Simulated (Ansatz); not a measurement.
## Run report: TaH$_{4}$ClO$_{3}$F$_{2}$, geometry relaxation (part 2 of 2)

Continued. System: TaH$_{4}$ClO$_{3}$F$_{2}$. Method: RKS PBE0-D4/def2-SVP (Ansatz 0.2.0). The input holds or restrains some coordinates. Forces given for the steps count only the free coordinates. It belongs to a series of runs on one base structure; here: pulled along the bonds that form and break, towards end A.

Geometry of the input (Å):
```
Ta 0.0000  0.0000  0.0000
F  2.2800  0.0000  0.0000
F  0.0000  0.0000  1.9300
O  0.0000  0.0000  -2.0200
H  -0.6343  -0.7100  -2.3571
Cl -1.2350  2.1390  0.0000
O  -1.0100  -1.7493  0.0000
H  -1.6563  -1.7655  0.7760
O  0.7315  1.9594  -1.0040
H  1.5389  1.7630  -1.5782
H  1.9139  1.1594  -0.5940
```

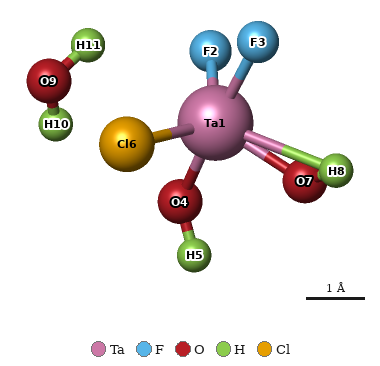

**Figure 1.** The geometry at step 7 of the log (ball-and-stick view, seen at a tilt; atoms are numbered from 1 in the order of the input).

### Trajectory as extended XYZ, continued
```
11
Properties=species:S:1:pos:R:3:forces:R:3 step=3 energy=-25690.46305
Ta    0.0433   -0.2162    0.0706    1.9775   5.3051  -3.4944
F     2.0951   -0.2163    0.1021   -3.0724  -0.2532  -0.1112
F     0.0007   -0.0093    1.9338   -0.0738  -0.2658   0.2369
O    -0.0169   -0.0497   -1.9538   -0.3260  -1.5262   2.2748
H    -0.6231   -0.7009   -2.3592    0.3395   0.4418  -0.0601
Cl   -1.2517    2.0581    0.0329   -0.2914  -2.8062   0.9641
O    -1.0163   -1.7332    0.0192   -0.5786  -0.3489   0.6985
H    -1.6476   -1.7746    0.7642    0.0455  -0.4340  -0.2762
O     1.0207    2.1708   -1.0540    3.7633  -2.8665   2.0044
H     1.5780    1.7811   -1.7111   -0.2828   0.8425  -4.7312
H     1.7464    1.4860   -0.6920   -1.5008   1.9114   2.4944
11
Properties=species:S:1:pos:R:3:forces:R:3 step=4 energy=-25691.85706
Ta    0.0370   -0.2456    0.0725    0.9405   4.9389  -2.4364
F     1.9886   -0.2961    0.1203   -1.7482  -0.1911  -0.1142
F    -0.0042   -0.0163    1.9388   -0.0822  -0.3058   0.2660
O    -0.0143   -0.0820   -1.9040   -0.1081  -1.1577   1.5534
H    -0.6192   -0.6927   -2.3600    0.2211   0.3895  -0.1039
Cl   -1.2498    1.9722    0.0558    0.2152  -2.5520   0.6044
O    -1.0263   -1.7501    0.0355   -0.4763  -0.6955   0.3573
H    -1.6575   -1.7919    0.7671   -0.2633  -0.4512   0.0916
O     1.1691    2.2917   -1.0897    2.4695  -2.4329  -0.1688
H     1.5646    1.7934   -1.8277   -1.1143   1.2317  -2.2133
H     1.7407    1.6133   -0.6560   -0.0541   1.2259   2.1640
11
Properties=species:S:1:pos:R:3:forces:R:3 step=5 energy=-25693.03089
Ta   -0.0210   -0.1932    0.0660    0.8796   2.2837  -0.9695
F     1.8931   -0.3106    0.1110   -0.9211   0.0698  -0.0566
F    -0.0148   -0.0321    1.9503   -0.0444  -0.3364   0.3361
O    -0.0084   -0.1254   -1.8618   -0.2465  -0.8430   0.3048
H    -0.6199   -0.6813   -2.3705    0.2586   0.3382  -0.1571
Cl   -1.2421    1.8230    0.0902   -0.1786  -0.9422   0.2602
O    -1.0376   -1.7574    0.0573   -0.3136  -0.1486   0.2287
H    -1.6760   -1.8247    0.7784   -0.1832  -0.4000   0.1354
O     1.3335    2.3907   -1.1442    1.6443  -3.0465  -0.5486
H     1.5340    1.8084   -1.9295   -0.8499   1.4875  -0.0220
H     1.7878    1.6987   -0.5944   -0.0451   1.5375   0.4885
11
Properties=species:S:1:pos:R:3:forces:R:3 step=6 energy=-25693.54041
Ta   -0.0735   -0.1486    0.0673    0.9493   0.8021  -0.4440
F     1.8279   -0.2546    0.1032   -0.5076   0.1216   0.0275
F    -0.0317   -0.0896    1.9722   -0.0497  -0.2790  -0.0347
O    -0.0107   -0.1845   -1.8529   -0.3949  -0.5605   0.1674
H    -0.6248   -0.6770   -2.4179    0.2848   0.2612  -0.0791
Cl   -1.3531    1.7528    0.1347   -0.3584  -0.0178   0.0570
O    -1.0746   -1.7396    0.0783   -0.3209   0.0980   0.2889
H    -1.6785   -1.8846    0.8229    0.0992  -0.2335  -0.0542
O     1.4662    2.4013   -1.1700    0.6933  -2.2294  -0.6505
H     1.5170    1.8395   -1.9960   -0.3434   1.1236   0.9603
H     1.9645    1.7808   -0.5890   -0.0517   0.9138  -0.2386
11
Properties=species:S:1:pos:R:3:forces:R:3 step=7 energy=-25693.74304
Ta   -0.0999   -0.1183    0.0665    0.8049   0.6000  -0.1791
F     1.8069   -0.1787    0.1283   -0.5398   0.0346   0.0132
F    -0.0659   -0.1564    1.9755   -0.0524  -0.1845  -0.1612
O    -0.0195   -0.2277   -1.8452   -0.4279  -0.3590   0.1574
H    -0.6273   -0.6785   -2.4485    0.2795   0.1766  -0.0180
Cl   -1.4753    1.7212    0.1664   -0.1213  -0.0496  -0.0369
O    -1.1206   -1.7060    0.0847   -0.3448   0.0552   0.4378
H    -1.6573   -1.9283    0.8696    0.3654  -0.0082  -0.3468
O     1.5263    2.3785   -1.1593    0.7458  -1.8103  -0.2068
H     1.5149    1.9034   -2.0272   -0.1493   0.6458   0.8762
H     2.1464    1.7869   -0.6581   -0.5601   0.8993  -0.5359
11
Properties=species:S:1:pos:R:3:forces:R:3 step=8 energy=-25693.78694
Ta   -0.1258   -0.0701    0.0451    0.6315   0.7154   0.0033
F     1.7816   -0.1095    0.1186   -0.5456  -0.1093   0.0453
F    -0.1044   -0.1957    1.9479   -0.0230  -0.0862  -0.1369
O    -0.0602   -0.2385   -1.8579   -0.3385  -0.1604   0.1344
H    -0.6284   -0.7010   -2.4882    0.2464   0.1354   0.0102
Cl   -1.5783    1.7306    0.1496    0.1593  -0.1785  -0.0635
O    -1.1582   -1.6461    0.0706   -0.6108  -0.5551   1.1674
H    -1.5516   -1.9761    0.9246    0.6464   0.4691  -1.1823
O     1.6273    2.3634   -1.1186    0.1950  -1.9081  -0.7382
H     1.3927    1.8336   -1.9405    0.5147   0.9563   1.4112
H     2.3340    1.8054   -0.6985   -0.8754   0.7213  -0.6509
11
Properties=species:S:1:pos:R:3:forces:R:3 step=9 energy=-25693.89979
Ta   -0.1751   -0.0288    0.1108    0.6945  -0.1442  -1.0289
F     1.7327   -0.0992    0.1856   -0.4817  -0.0191   0.1253
F    -0.1673   -0.2676    1.9915   -0.0056   0.0992   0.0808
O    -0.1302   -0.2383   -1.7807   -0.2118   0.1101   0.0221
H    -0.4758   -0.6304   -2.5959    0.2054   0.1137   0.4845
Cl   -1.6160    1.7634    0.1843    0.0218   0.0632   0.0740
O    -1.1819   -1.6298    0.1044   -0.0323  -0.0365  -0.0645
H    -1.4478   -2.0199    0.9445    0.0028  -0.0072   0.1706
O     1.6275    2.3047   -1.1474    0.4361  -0.8360   0.3754
H     1.4502    1.9602   -2.0326   -0.0277   0.0485   0.0576
H     2.3123    1.6817   -0.8116   -0.6015   0.6083  -0.2969
11
Properties=species:S:1:pos:R:3:forces:R:3 step=10 energy=-25693.89613 accepted=F
Ta   -0.1743   -0.0749    0.0388    0.4529   0.8596   0.4152
F     1.7353   -0.1693    0.1336   -0.5848  -0.1566  -0.1164
F    -0.1507   -0.1784    1.9431    0.0195  -0.1497  -0.1420
O    -0.2204   -0.1935   -1.8405    0.1459  -0.4655  -0.2255
H    -0.3715   -0.7675   -2.5985   -0.0075   0.2022   0.0208
Cl   -1.5355    1.7855    0.1589    0.0267  -0.0768  -0.0048
O    -1.2054   -1.6601    0.1187    0.1126   0.0333  -0.0287
H    -1.4434   -1.9746    1.0010   -0.0022  -0.0544   0.0297
O     1.6549    2.3293   -1.0471    0.2873  -0.8939   0.2416
H     1.3295    2.0722   -1.9194    0.0641   0.0593  -0.0010
H     2.3101    1.6273   -0.8360   -0.5146   0.6427  -0.1890
11
Properties=species:S:1:pos:R:3:forces:R:3 step=11 energy=-25693.92882
Ta   -0.1822   -0.0496    0.0738    0.7495   0.2911  -0.0595
F     1.7266   -0.1209    0.1811   -0.5574  -0.0877  -0.0327
F    -0.1670   -0.2327    1.9656   -0.0338  -0.0150   0.0026
O    -0.1603   -0.2304   -1.8015   -0.0421  -0.0334  -0.1095
H    -0.4267   -0.6908   -2.6013    0.0549   0.0323   0.0598
Cl   -1.5641    1.7903    0.1808   -0.0112  -0.0147   0.0089
O    -1.1932   -1.6509    0.1083   -0.0099  -0.0039   0.0179
H    -1.4431   -2.0070    0.9715    0.0286   0.0142   0.0216
O     1.6399    2.3152   -1.1028    0.3384  -0.8364   0.2855
H     1.3876    2.0242   -1.9887    0.0350   0.0458   0.0373
H     2.3112    1.6487   -0.8341   -0.5518   0.6076  -0.2320
```

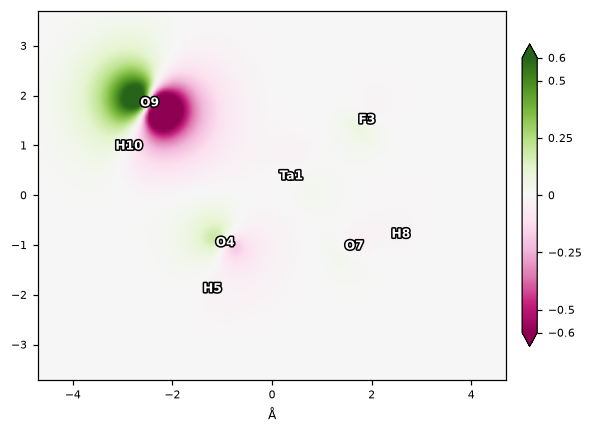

**Figure 2.** The HOMO on the plane of atoms Ta1, H8 and O7 (values in Å⁻³ᐟ²; the overall sign is arbitrary). Its energy is −8.91 eV.

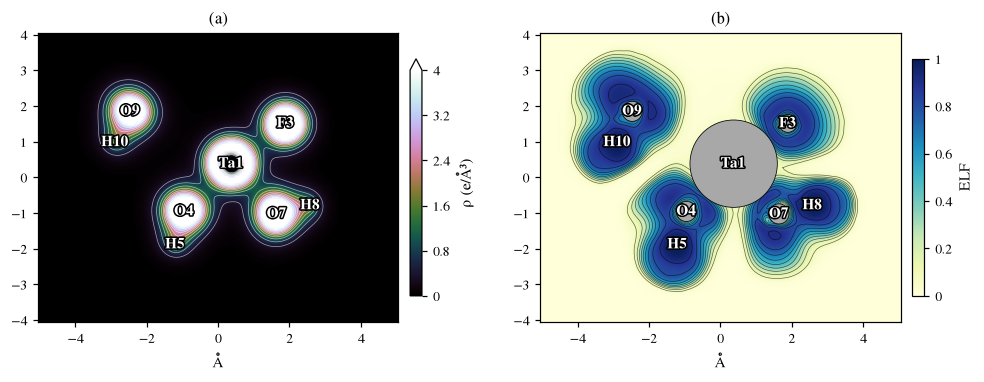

**Figure 3.** (a) electron density; (b) electron localisation function on the plane of atoms Ta1, H8 and O7. Grey discs, where drawn, cover atomic cores. Ta1···O9 (3.21 Å): ρ is about 0.06 e/Å³ halfway; the ELF is only about 0 between them. Ta–F (1.90 Å): ρ is about 0.96 e/Å³ halfway; the ELF peaks at about 0.85 in the valence shell of F, 0.5 Å from its nucleus, and drops to about 0.20 between the two atoms. O–H (0.96 Å): ρ at the midpoint is about 3.7 e/Å³, with its minimum of 2.3 e/Å³ about 0.8 Å from O; the ELF climbs to about 1 towards the hydrogen, as it does in any bond to H; a covalent bond by its length. Ta–H (2.50 Å): ρ at the midpoint is about 0.87 e/Å³; the ELF climbs to about 0.95 towards the hydrogen.

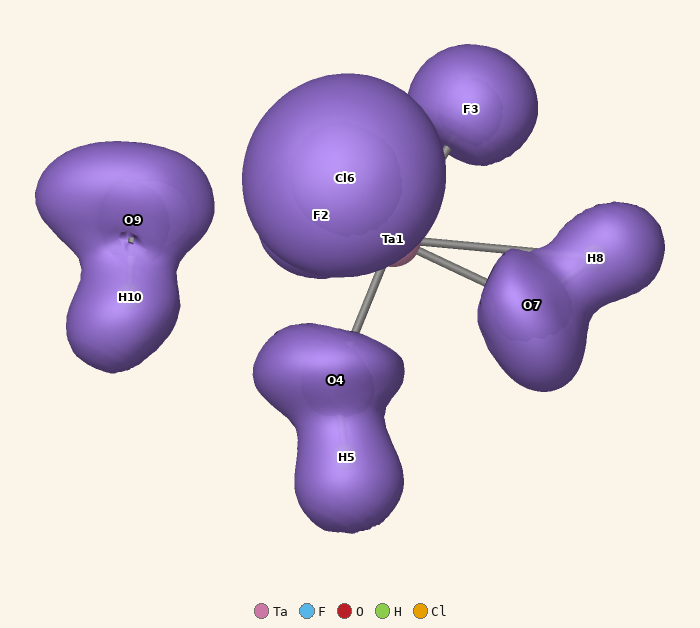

**Figure 4.** Isosurface of the ELF at 0.75 (purple), seen at a tilt. Only the valence region is drawn (cores and ρ < 0.01 e/Å³ removed). Along the contacts the grid gives the following. Ta1···O9 (3.21 Å): the ELF is only about 0 between them. Ta–O (1.88 Å): the ELF peaks at about 0.80 in the valence shell of O, 0.5 Å from its nucleus, and drops to about 0.20 between the two atoms.
